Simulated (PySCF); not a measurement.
**H11NSi4 (SMILES [SiH3]N[SiH]([SiH3])[SiH3]): density, localisation and related maps**

```yaml
atoms:
  - { symbol: Si, position_ang: [-0.3978, -0.1497, -0.8702] }
  - { symbol: Si, position_ang: [-1.7227, -0.9814, 0.8800] }
  - { symbol: Si, position_ang: [-0.7690, 2.1641, -1.0669] }
  - { symbol: N, position_ang: [1.3001, -0.4939, -0.6067] }
  - { symbol: Si, position_ang: [2.1251, -0.9191, 0.8649] }
  - { symbol: H, position_ang: [-0.8615, -0.7956, -2.1435] }
  - { symbol: H, position_ang: [-1.5040, -2.4419, 1.1119] }
  - { symbol: H, position_ang: [-3.1482, -0.7628, 0.4786] }
  - { symbol: H, position_ang: [-1.4727, -0.2384, 2.1530] }
  - { symbol: H, position_ang: [-2.1821, 2.4543, -1.4687] }
  - { symbol: H, position_ang: [-0.4959, 2.8408, 0.2403] }
  - { symbol: H, position_ang: [0.1466, 2.7572, -2.0938] }
  - { symbol: H, position_ang: [1.9041, -0.2666, -1.3940] }
  - { symbol: H, position_ang: [1.0965, -1.4550, 1.8061] }
  - { symbol: H, position_ang: [3.1637, -1.9620, 0.6019] }
  - { symbol: H, position_ang: [2.8059, 0.2383, 1.5288] }
```

Geometry: PBE0-D3(BJ)/def2-SVP.

Computed with PBE0/pcSseg-1, SCF density, gas phase, non-relativistic in PySCF.

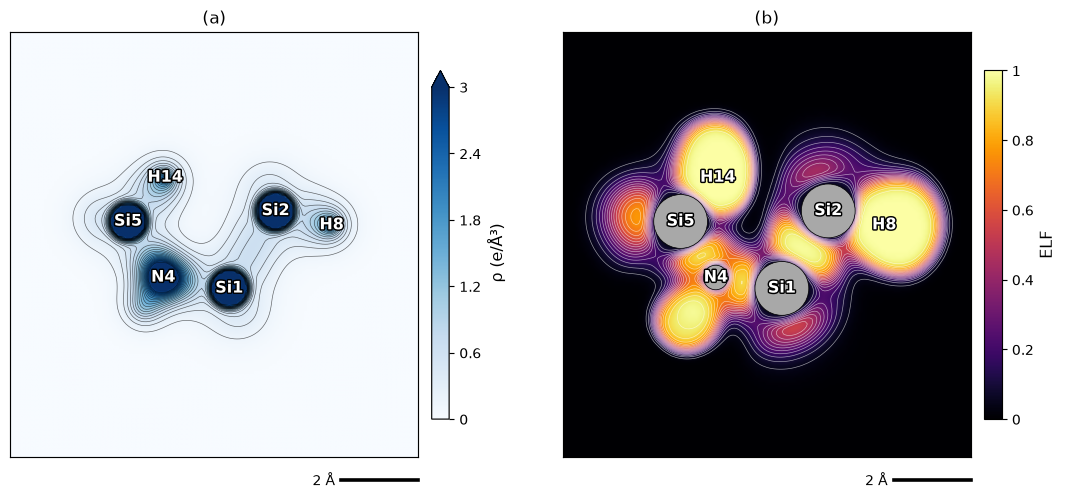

Figure 1. (a) electron density; (b) electron localisation function on the plane of atoms Si1, Si2 and H8. Grey discs cover the atomic cores in the ELF map.

### What do the fields say about this system?

- The section cuts through Si, N and H sites.
- Si–N (1.74 Å): ρ at the midpoint is about 1 e/Å³; the ELF peaks at about 0.90 between the atoms, as expected for a polar covalent bond.
- Si–Si (2.35 Å): ρ is about 0.64 e/Å³ halfway; the ELF peaks at about 1 between the atoms: a covalent bond.
- Si–H (1.49 Å): ρ at the midpoint is about 0.78 e/Å³; the ELF climbs to about 1 towards the hydrogen, as it does in any bond to H.

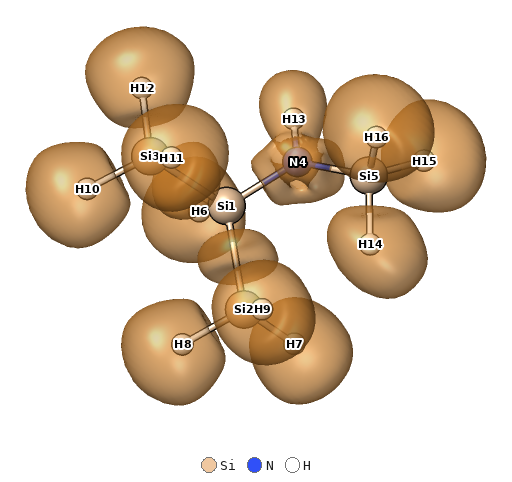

Figure 2. Isosurface of the electron localisation function at 0.75 (orange), seen across its widest extent. Only the valence region is drawn (cores and ρ < 0.01 e/Å³ removed).

### Identify the bonds, lone pairs and shells in this picture.

The surface consists of two regions between bonded Si–Si atoms (shared pairs), ten regions around hydrogen nuclei and one joined region spread over several atoms (H, N), in which their bonds and any lone pairs are merged.

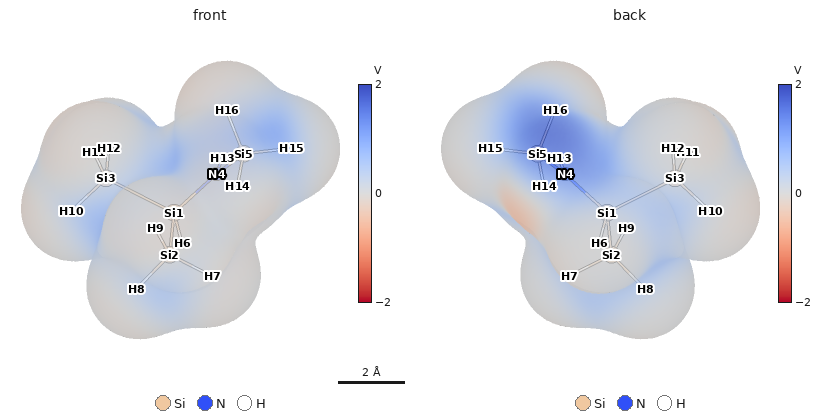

Figure 3. The electrostatic potential painted on the density surface at 0.001 e/bohr³, seen from the front and from behind; red is negative and blue positive.

### Where is the surface potential most negative and most positive?

The most negative region (about −0.4 V) lies over N4, the most positive (about +1.6 V) over H13.

### What dipole moment does the calculation give?

Its dipole moment is 1.00 D.
